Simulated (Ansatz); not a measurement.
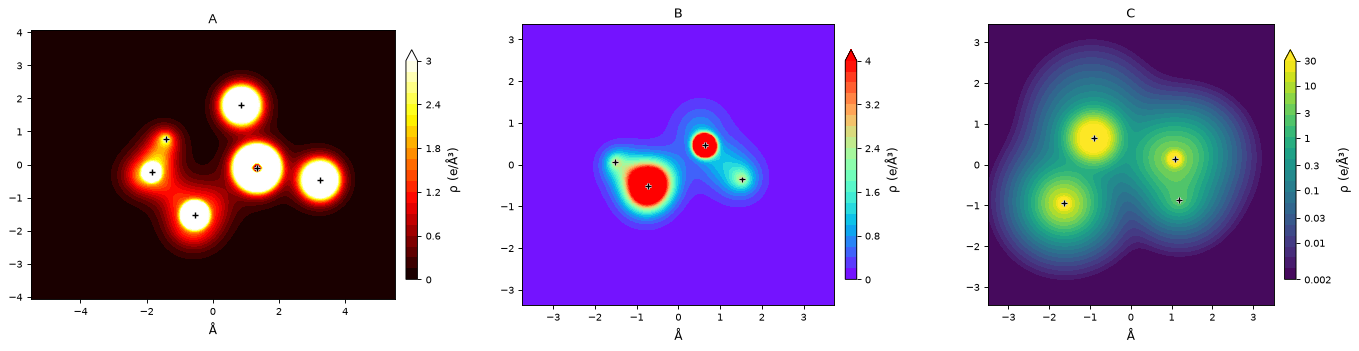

The electron density of 3 systems, each on a plane through atoms (crosses mark nuclei in the plane).

Computed with isolated molecule in a Gaussian basis; Kohn-Sham density functional theory, functional PBE0 (Ansatz 0.2.0).

System 1: BH5O (SMILES [BH3-][OH2+]), the plane of atoms B1, O2 and H6. Geometry: PBE0-D4/def2-SVP.

```xyz
7

B    -0.5089   -0.0681    0.3266
O     0.7813   -0.8465    1.0552
H    -0.1469    1.0938    0.3200
H    -0.5851   -0.5911   -0.7770
H    -1.4303   -0.3222    1.0799
H     0.5950   -1.7950    1.0681
H     1.5611   -0.7292    0.4960
```

System 2: CH3F2InS (SMILES C[S][In]([F])[F]), the plane of atoms S5, C1 and H8. Geometry: PBE0-D4/def2-SVP; core potentials replace the inner electrons of In.

```xyz
8

C     0.7457   -0.0006   -1.7535
F     0.6247   -0.8694    1.5181
F    -1.4846    1.4014    2.6120
In   -0.5145    0.6701    1.0963
S    -0.4376    1.2830   -1.1804
H     1.6234    0.5034   -2.1790
H     0.2533   -0.6022   -2.5287
H     1.0661   -0.6568   -0.9335
```

System 3: F3GaH3N (SMILES [NH3+][Ga-]([F])([F])[F]), the plane of atoms Ga4, N5 and H6. Geometry: PBE0-D4/def2-SVP.

```json
{"atom": "F", "x (Å)": "0.6378", "y (Å)": "-0.4292", "z (Å)": "-0.8060"}
{"atom": "F", "x (Å)": "1.2134", "y (Å)": "0.6021", "z (Å)": "1.9450"}
{"atom": "F", "x (Å)": "-0.7878", "y (Å)": "1.9989", "z (Å)": "0.2109"}
{"atom": "Ga", "x (Å)": "0.1335", "y (Å)": "0.5470", "z (Å)": "0.5626"}
{"atom": "N", "x (Å)": "-1.3550", "y (Å)": "-0.6444", "z (Å)": "1.3207"}
{"atom": "H", "x (Å)": "-1.4549", "y (Å)": "-1.4882", "z (Å)": "0.7542"}
{"atom": "H", "x (Å)": "-2.2442", "y (Å)": "-0.1423", "z (Å)": "1.3198"}
{"atom": "H", "x (Å)": "-1.1345", "y (Å)": "-0.9180", "z (Å)": "2.2795"}
```

Question: Which map belongs to which system?

Answer: Panel A is system 2, CH3F2InS: the plane holds C, F, In, S and H. C–S (1.84 Å): ρ at the midpoint is about 1.2 e/Å³. Panel B is system 1, BH5O: the plane holds B, O and H. B–O (1.67 Å): the density is about 0.93 e/Å³ at the midpoint. Panel C is system 3, F3GaH3N: the plane holds F, Ga, N and H. Ga–F (1.76 Å): ρ at the midpoint is about 0.9 e/Å³.
